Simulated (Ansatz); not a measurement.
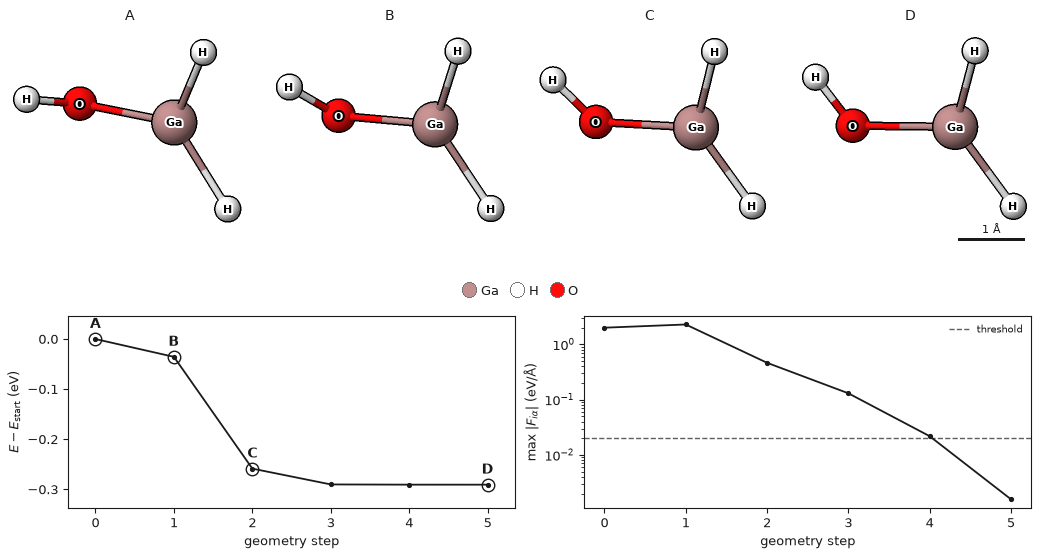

Frames of a relaxation of GaH3O, marked on the history of the run. Style: ball-and-stick. Shown at a tilt.

The run prepares the start of a later molecular dynamics calculation, from a guessed geometry.

All numbers below come from RKS PBE0-D4/def2-SVP in Ansatz 0.2.0. Set-up: no spin polarisation; force threshold 0.02 eV/Å; at most 40 steps.

> What happens along the run?

The O atom moves most after the best rigid fit: 0.42 Å. Largest moves by element: O 0.42 Å, H 0.40 Å, Ga 0.09 Å. Some distances before and after: H–O 1.010 → 0.962 Å, Ga–H 1.570 → 1.558 Å, Ga–O 1.790 → 1.786 Å. Among the angles between lasting bonds that change: H–Ga–H 120.0° → 128.7°, H–Ga–O 120.0° → 113.3°, Ga–O–H 109.5° → 115.0°. Groups turn about Ga–O by about 65°. After 5 geometry steps the energy has fallen by 0.291 eV. The largest force component goes from 2 to 0.0016 eV/Å. From step 0 to 1: O and H atoms move most (0.19 Å), energy −0.036 eV. From step 1 to 2: the O atom moves most (0.20 Å), energy −0.223 eV. From step 2 to 5: the O atom moves most (0.08 Å), energy −0.032 eV.

```json
{"step": "0", "E − E(0), eV": "0.0000", "largest force component, eV/Å": "1.9989"}
{"step": "1", "E − E(0), eV": "-0.0355", "largest force component, eV/Å": "2.2844"}
{"step": "2", "E − E(0), eV": "-0.2585", "largest force component, eV/Å": "0.4633"}
{"step": "3", "E − E(0), eV": "-0.2901", "largest force component, eV/Å": "0.1301"}
{"step": "4", "E − E(0), eV": "-0.2905", "largest force component, eV/Å": "0.0218"}
{"step": "5", "E − E(0), eV": "-0.2905", "largest force component, eV/Å": "0.0016"}
```
